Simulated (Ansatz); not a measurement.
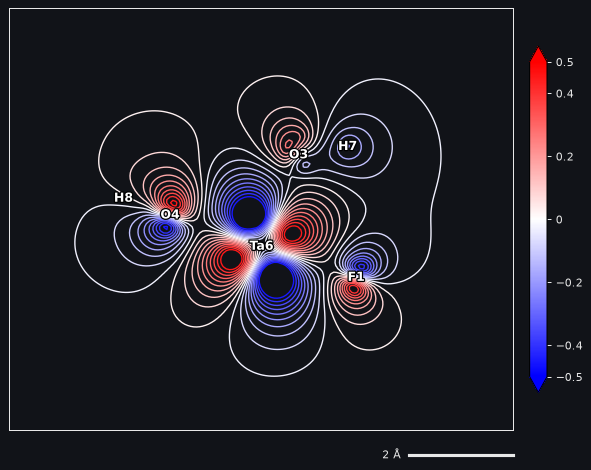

Figure. F2H3O3Ta. The LUMO on the plane of atoms F1, Ta6 and O3 (values in Å⁻³ᐟ²; the overall sign is arbitrary).

Geometry: PBE0-D4/def2-SVP; core potentials replace the inner electrons of Ta.

Theory: Ansatz 0.2.0, isolated molecule in a Gaussian basis; Kohn-Sham density functional theory, functional PBE0.

The calculation's input:

```
crystal:
  periodic: [false, false, false]
  atoms:
    - {symbol: F, position_ang: [-3.011851, 0.971754, 2.918261]}
    - {symbol: F, position_ang: [-0.919599, 2.133125, 1.836423]}
    - {symbol: O, position_ang: [-1.506208, -1.070409, 2.280819]}
    - {symbol: O, position_ang: [-0.819033, 0.162687, -0.067390]}
    - {symbol: O, position_ang: [-3.474342, 0.685273, 0.359540]}
    - {symbol: Ta, position_ang: [-1.891423, 0.577940, 1.410836]}
    - {symbol: H, position_ang: [-1.925957, -1.307956, 3.115881]}
    - {symbol: H, position_ang: [-0.290722, -0.076098, -0.827433]}
    - {symbol: H, position_ang: [-4.335903, 0.842036, 0.763382]}
basis:
  gaussian:
    orbitals: def2-SVPD
magnetization:
  spin_polarized: false
hamiltonian:
  xc: pbe0
output:
  forces: true
  orbitals: {seedname: orbitals}
```

Launched as:

```sh
ansatz run input.yaml --threads 2 --pin off --max-ram 5220MiB --events-out events.jsonl --progress --plain --runs-dir runs
```

### Describe this orbital and give its energy.

It lies mainly on Ta6 (about 65 %), O4 (about 10 %) and F1 (about 5 %). Its energy is −1.61 eV.
